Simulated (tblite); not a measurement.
## Geometry relaxation of C4H9NOSi (part 4 of 4)

The same run, continued: C4H9NOSi, SMILES O=CN1CCC[SiH2]1; GFN2-xTB geometry optimisation, gas phase (tblite 0.8.0). It belongs to a series of runs on one base structure; here: H on N replaced by CHO.

Geometry of the input (Å):
```
O  2.8344  0.8189  1.2419
C  2.3827  0.2039  0.2112
N  1.0093  0.2340  -0.0211
C  0.2375  -0.3787  -1.1276
C  -0.9662  -1.0173  -0.5003
C  -1.6924  -0.0653  0.3709
Si -0.2902  1.0768  0.9349
H  3.0849  -0.3120  -0.3924
H  0.8617  -1.0681  -1.7123
H  -0.1333  0.5043  -1.7030
H  -1.6564  -1.3617  -1.3341
H  -0.6676  -1.9269  0.0453
H  -2.0091  -0.6298  1.3036
H  -2.5217  0.4742  -0.0812
H  -0.4283  2.4299  0.3770
H  -0.0527  1.0269  2.3757
```

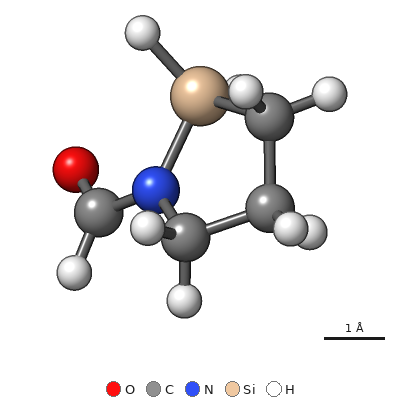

The geometry at step 81 of the log (ball-and-stick view, seen at a tilt).

Trajectory as extended XYZ, continued
```
16
Properties=species:S:1:pos:R:3:forces:R:3 step=80 energy=-596.19901
O     2.6568    1.2288    0.9457    0.0000   0.0000  -0.0110
C     2.2114    0.5239    0.0686   -0.0060  -0.0080   0.0050
N     0.9076    0.2636   -0.0346    0.0090  -0.0010  -0.0040
C     0.2987   -0.5521   -1.0600   -0.0050   0.0020  -0.0030
C    -1.0066   -1.0829   -0.4707    0.0030  -0.0050   0.0000
C    -1.6642    0.0624    0.3043    0.0020  -0.0090  -0.0050
Si   -0.1971    0.9450    1.1503   -0.0040  -0.0040  -0.0070
H     2.8487    0.0444   -0.6990   -0.0030   0.0110   0.0130
H     0.9718   -1.3619   -1.3562   -0.0040   0.0090   0.0030
H     0.0925    0.0656   -1.9426   -0.0050  -0.0060  -0.0090
H    -1.6540   -1.4752   -1.2563    0.0050   0.0020   0.0070
H    -0.7732   -1.8955    0.2195   -0.0090  -0.0070  -0.0040
H    -2.4183   -0.3179    0.9889    0.0100   0.0080  -0.0070
H    -2.1747    0.7302   -0.3903    0.0110   0.0050   0.0150
H    -0.2339    2.3985    1.0445    0.0000   0.0030   0.0010
H     0.1269    0.4320    2.4764   -0.0040   0.0010   0.0060
16
Properties=species:S:1:pos:R:3:forces:R:3 step=81 energy=-596.19906
O     2.6563    1.2310    0.9441   -0.0010   0.0030  -0.0030
C     2.2113    0.5248    0.0680   -0.0030  -0.0030   0.0050
N     0.9078    0.2621   -0.0338    0.0060   0.0000  -0.0070
C     0.2988   -0.5532   -1.0595   -0.0020   0.0020  -0.0040
C    -1.0069   -1.0833   -0.4708   -0.0010   0.0010   0.0000
C    -1.6635    0.0624    0.3041   -0.0040  -0.0030   0.0000
Si   -0.1967    0.9446    1.1508   -0.0020  -0.0080  -0.0090
H     2.8493    0.0471   -0.6997   -0.0030   0.0030   0.0050
H     0.9711   -1.3637   -1.3553    0.0000   0.0100   0.0020
H     0.0933    0.0646   -1.9426   -0.0030  -0.0090  -0.0030
H    -1.6545   -1.4740   -1.2569    0.0030  -0.0030   0.0050
H    -0.7749   -1.8964    0.2192   -0.0070  -0.0080  -0.0050
H    -2.4182   -0.3170    0.9885    0.0080   0.0050  -0.0060
H    -2.1734    0.7309   -0.3903    0.0100   0.0040   0.0120
H    -0.2329    2.3981    1.0459    0.0010   0.0040   0.0000
H     0.1255    0.4310    2.4770   -0.0020   0.0010   0.0070
16
Properties=species:S:1:pos:R:3:forces:R:3 step=83 energy=-596.19911
O     2.6546    1.2352    0.9416   -0.0020   0.0030   0.0060
C     2.2103    0.5269    0.0667    0.0030   0.0050   0.0000
N     0.9077    0.2605   -0.0331   -0.0010   0.0040  -0.0050
C     0.2988   -0.5549   -1.0588    0.0020   0.0000  -0.0020
C    -1.0074   -1.0838   -0.4706   -0.0030   0.0030   0.0000
C    -1.6627    0.0627    0.3035   -0.0020   0.0040   0.0040
Si   -0.1962    0.9429    1.1520    0.0030  -0.0030  -0.0010
H     2.8488    0.0520   -0.7018    0.0020  -0.0050  -0.0020
H     0.9708   -1.3660   -1.3528    0.0050   0.0030  -0.0020
H     0.0945    0.0616   -1.9430   -0.0030  -0.0070   0.0010
H    -1.6551   -1.4733   -1.2569   -0.0010  -0.0060  -0.0010
H    -0.7773   -1.8977    0.2191   -0.0050  -0.0060  -0.0030
H    -2.4193   -0.3146    0.9864    0.0010   0.0000   0.0010
H    -2.1695    0.7330   -0.3910    0.0040   0.0060   0.0040
H    -0.2298    2.3969    1.0487   -0.0010  -0.0030   0.0000
H     0.1241    0.4277    2.4785   -0.0020   0.0030   0.0010
```

Summary

| quantity | value |
| --- | --- |
| outcome | converged |
| total energy | −596.1991 eV |
| hardware | 1 CPU thread, shared host |
| peak memory | 0.18 GiB |
